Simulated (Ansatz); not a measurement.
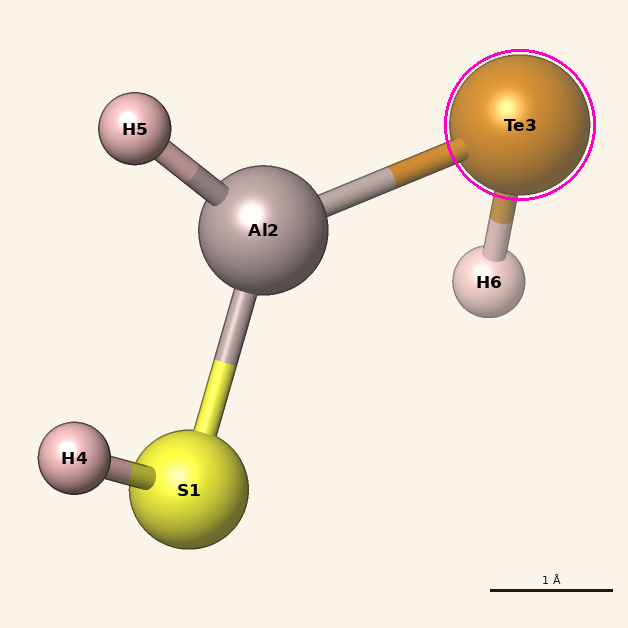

The picture comes from a calculation with Ansatz.

Orthographic view. Atoms fade into the background with distance from the viewer. Geometry: atoms displaced at random (about 0.015 Å) from a stationary point of GFN2-xTB.

**Name the neighbours of the circled atom.**

The circled atom is Te3; it is bonded to Al2, H6.

**What is the shortest path along bonds from the circled atom to H4?**

Te3–Al2–S1–H4, 3 bonds; through space the two are 4.95 Å apart.

**Which two atoms are farthest apart in space?**

Te3 and H4, 4.95 Å.

**Which atom is farthest from the viewer?**

H6, 1.8 Å behind the mean position.
